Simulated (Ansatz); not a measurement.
# BCl3H5NSi (SMILES [NH3+][BH2-][Si](Cl)(Cl)Cl): what the fields show

Input file:

```
basis:
  gaussian: {orbitals: def2-SVPD}
crystal:
  periodic: [false, false, false]
  atoms:
    - {symbol: B, position_ang: [0.464316, -2.207193, 0.725742]}
    - {symbol: Cl, position_ang: [-0.806600, -0.192138, 3.060463]}
    - {symbol: Cl, position_ang: [-2.816756, -1.727153, 0.954494]}
    - {symbol: Cl, position_ang: [-1.369388, -3.475146, 3.421734]}
    - {symbol: N, position_ang: [0.354164, -0.877533, -0.188939]}
    - {symbol: Si, position_ang: [-1.029710, -2.002305, 2.023347]}
    - {symbol: H, position_ang: [-0.564247, -0.823119, -0.640085]}
    - {symbol: H, position_ang: [0.461454, -0.032992, 0.380664]}
    - {symbol: H, position_ang: [1.068998, -0.862403, -0.917887]}
    - {symbol: H, position_ang: [0.291023, -3.172277, 0.003380]}
    - {symbol: H, position_ang: [1.546777, -2.190611, 1.283269]}
hamiltonian: {xc: {name: PBE0}}
output: {forces: true, orbitals: {seedname: orbitals}}
```

Run with:

```sh
ansatz run input.yaml --threads 2 --pin off --max-ram 5220MiB --events-out events.jsonl --progress --plain --runs-dir runs
```

Geometry: PBE0-D4/def2-SVP.

The calculation used isolated molecule in a Gaussian basis; Kohn-Sham density functional theory, functional PBE0 in Ansatz.

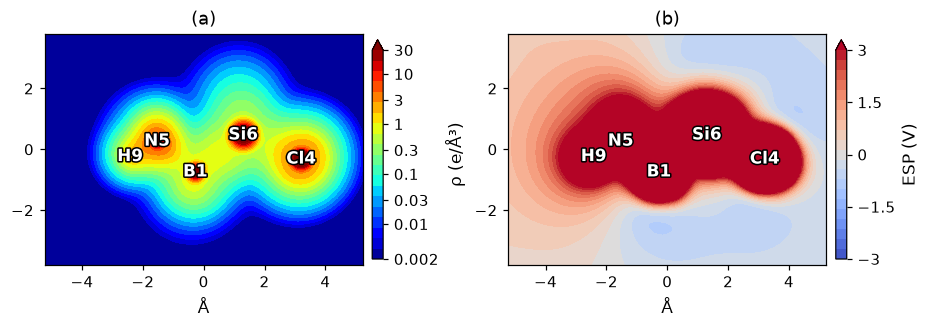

Figure 1. (a) total electron density; (b) electrostatic potential on the plane of atoms B1, Si6 and Cl4.

**Read the bonding off the picture.**

Atoms in the plane: B, Cl, N, Si and H.
B–N (1.62 Å): the density is about 1.2 e/Å³ at the midpoint.
Si–B (1.99 Å): the density is about 0.84 e/Å³ at the midpoint.
Si–Cl (2.06 Å): ρ is about 0.86 e/Å³ halfway.
N–H (1.02 Å): the density is about 2.9 e/Å³ at the midpoint.
Outside the dense part of the molecule the potential is most negative (−0.8 V) near H10, which lies off the plane.

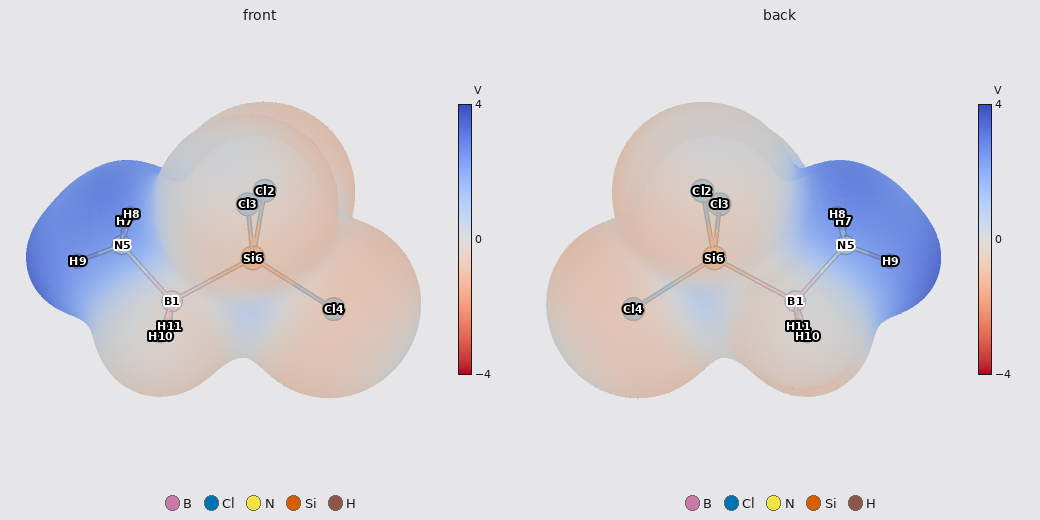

Figure 2. The electrostatic potential painted on the density surface at 0.002 e/bohr³, seen from the front and from behind; red is negative and blue positive.

**Where is the surface potential most negative and most positive?**

The most negative region (about −0.7 V) lies over Cl2, Cl3 and Cl4, the most positive (about +3.2 V) over H9.

**How polar is the molecule by this calculation?**

Its dipole moment is 6.08 D.

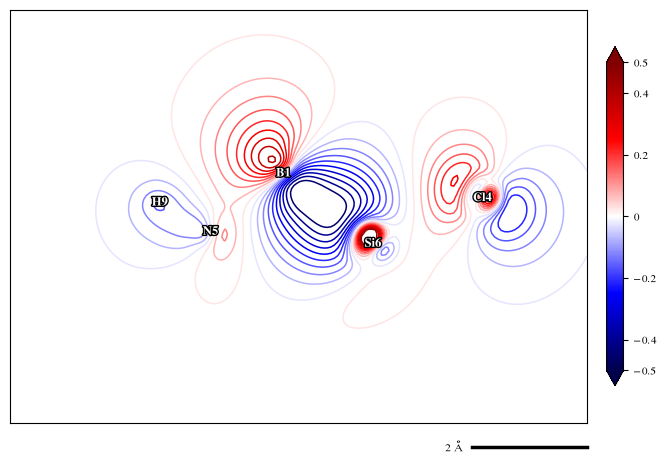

Figure 3. One frontier orbital on the plane of atoms N5, B1 and Si6 (values in Å⁻³ᐟ²; the overall sign is arbitrary).

**Which orbital is it: HOMO or LUMO?**

The HOMO, at −7.81 eV. Its weight (Hirshfeld) is mainly on B1 (about 25 %), Si6 (about 25 %), Cl3 (about 10 %), Cl2 (about 10 %) and Cl4 (about 10 %).
